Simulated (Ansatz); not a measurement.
## Electronic structure of Cl2HfI2 (SMILES [Cl][Hf]([Cl])([I])[I]) in real space

The calculation's input:

```
basis:
  gaussian: {orbitals: def2-TZVPD}
crystal:
  periodic: [false, false, false]
  atoms:
    - {symbol: Cl, position_ang: [-0.160165, -0.642854, 2.274205]}
    - {symbol: Cl, position_ang: [1.946089, -1.091821, -0.859543]}
    - {symbol: Hf, position_ang: [0.064069, -0.066956, 0.035548]}
    - {symbol: I, position_ang: [-2.113262, -0.868630, -1.313083]}
    - {symbol: I, position_ang: [0.313269, 2.596562, -0.178526]}
hamiltonian: {xc: {name: PBE0}}
output: {forces: true, orbitals: {seedname: orbitals}}
```

Command:

```sh
ansatz run input.yaml --threads 2 --pin off --max-ram 5220MiB --events-out events.jsonl --progress --plain --runs-dir runs
```

Geometry: PBE0-D4/def2-SVP; core potentials replace the inner electrons of Hf and I.

The calculation used Ansatz, isolated molecule in a Gaussian basis; Kohn-Sham density functional theory, functional PBE0.

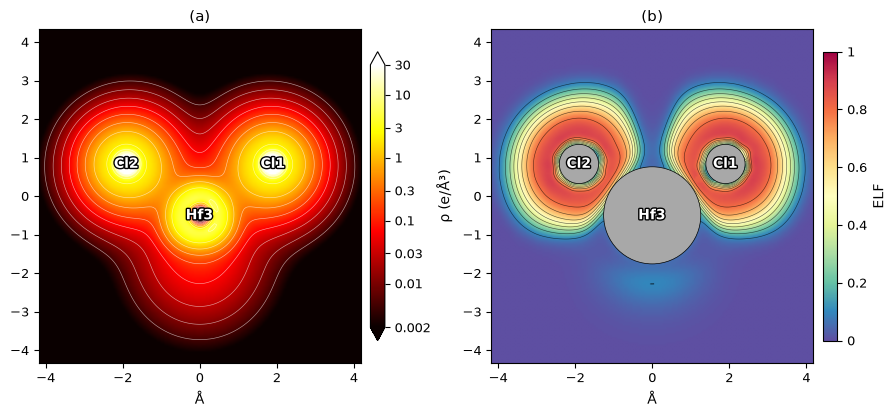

Figure 1. (a) electron density; (b) electron localisation function on the plane of atoms Cl1, Hf3 and Cl2. Grey discs cover the atomic cores in the ELF map.

Q: Read the bonding off the picture.

A: The plane passes through Cl and Hf nuclei.
Hf–Cl (2.32 Å): ρ at the midpoint is about 0.63 e/Å³; the ELF peaks at about 0.85 in the valence shell of Cl, 0.8 Å from its nucleus, and is about 0.35 at the midpoint.

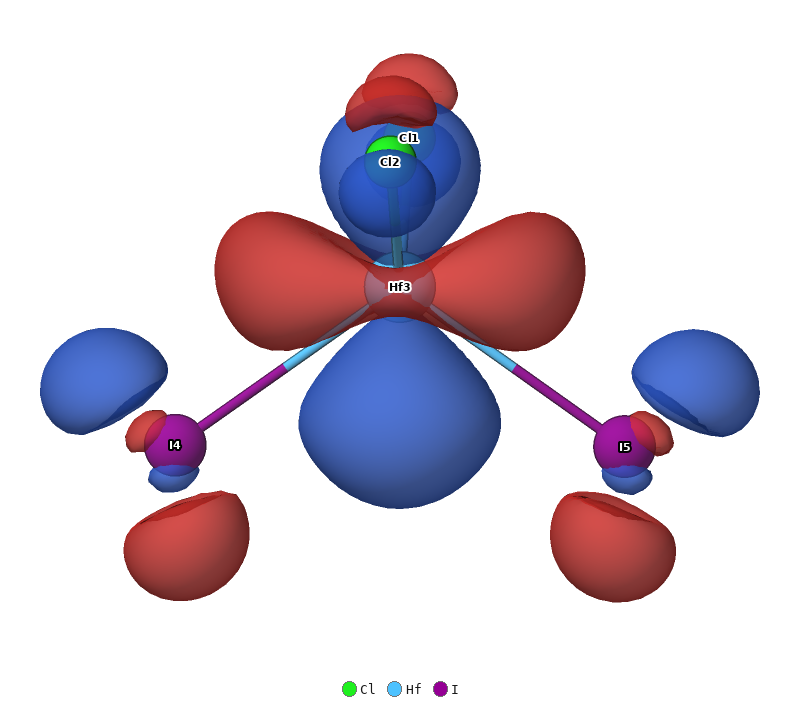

Figure 2. The LUMO at ±0.1 Å⁻³ᐟ² (blue and red are the two phases), seen across its widest extent.

Q: What is the character of this orbital?

A: By Hirshfeld shares it lies mainly on Hf3 (about 60 %), I4 (about 15 %) and I5 (about 15 %). Its energy is −2.52 eV.

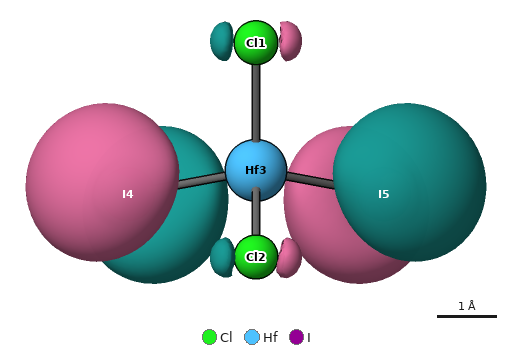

Figure 3. The HOMO at ±0.08 Å⁻³ᐟ² (teal and pink are the two phases), seen from one side.

Q: What is the character of this orbital?

A: It lies mainly on I4 (about 45 %) and I5 (about 45 %); largely a combination of lone pairs on I4 and I5. Its energy is −8.11 eV.
